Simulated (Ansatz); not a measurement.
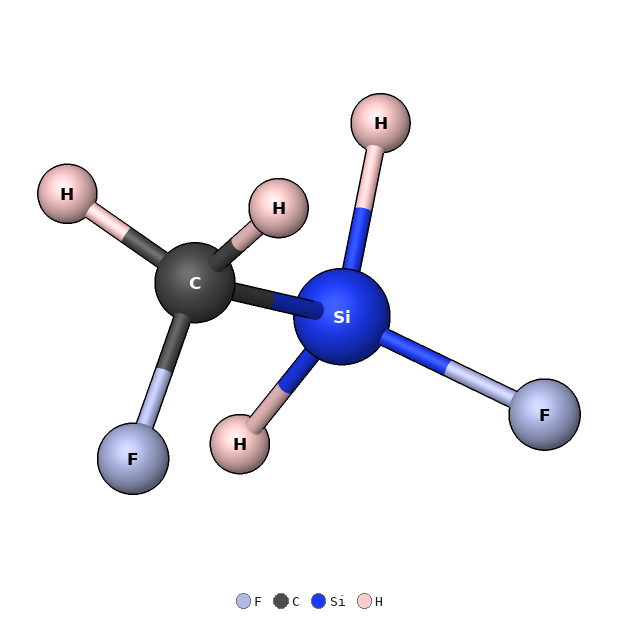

Harmonic vibrations computed with RKS PBE0-D4/def2-TZVP (Ansatz 0.2.0) at a stationary point of the same level.

**Is this a minimum or a saddle point?**

A minimum: no imaginary frequency, and the lowest mode lies at 90 cm⁻¹.

**List the wavenumbers.**

18 modes: 90, 184, 286, 568, 660, 733, 790, 870, 936, 958, 1077, 1249, 1321, 1453, 2238, 2261, 3032, 3085 cm⁻¹.
